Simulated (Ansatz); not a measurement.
The calculation's input:

```
crystal:
  periodic: [false, false, false]
  atoms:
    - { symbol: Si, position_ang: [-0.078833, -0.18546, -0.109712] }
    - { symbol: H, position_ang: [0.028793, -0.087489, 1.348811] }
    - { symbol: Cl, position_ang: [1.818381, -0.426947, -0.908783] }
    - { symbol: H, position_ang: [-0.705994, 1.023142, -0.663767] }
    - { symbol: H, position_ang: [-0.860786, -1.383504, -0.465791] }
    - { symbol: Br, position_ang: [1.343415, 2.59904, 1.518239] }
    - { symbol: H, position_ang: [0.974923, 1.306519, 2.151902] }
basis:
  gaussian: { orbitals: def2-SVP }
hamiltonian:
  xc: hf
relax:
  f_tol: 0.03
  max_steps: 50
output:
  orbitals: {}
```

Command:

```sh
ansatz run input.yaml --threads 1 --pin off --max-ram 2048MiB --backend cpu --events-out ev --progress --plain --runs-dir out
```

The fields are those of the run's last geometry, not of the input's.

Theory: RHF/def2-SVP (Ansatz 0.2.0).

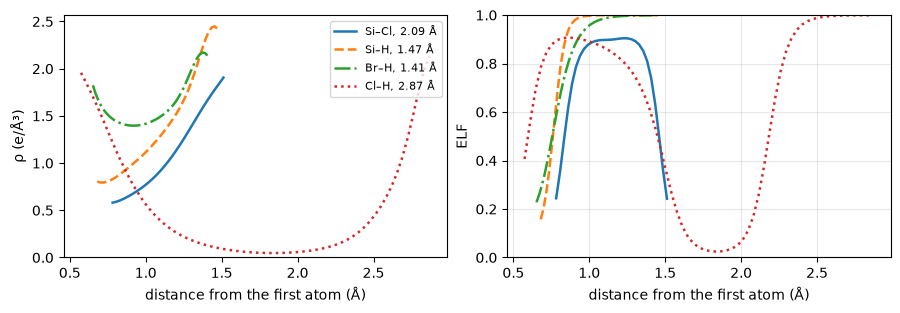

ClH3Si···HBr. Electron density and electron localisation function along straight lines between neighbouring atoms. The curves leave out the atomic cores.

> What can be read from the curves?

Si–Cl (2.09 Å): ρ is about 0.83 e/Å³ halfway; the ELF peaks at about 0.90 between the atoms (a polar covalent bond).
Si–H (1.47 Å): ρ at the midpoint is about 0.8 e/Å³; the ELF climbs to about 1 towards the hydrogen, as it does in any bond to H.
Br–H (1.41 Å): the density is about 1.6 e/Å³ at the midpoint; the ELF climbs to about 1 towards the hydrogen.
Cl3···H7 (2.87 Å): the density falls to about 0.05 e/Å³ on the way; the ELF dips to about 0 between them; a weak contact between the two molecules.
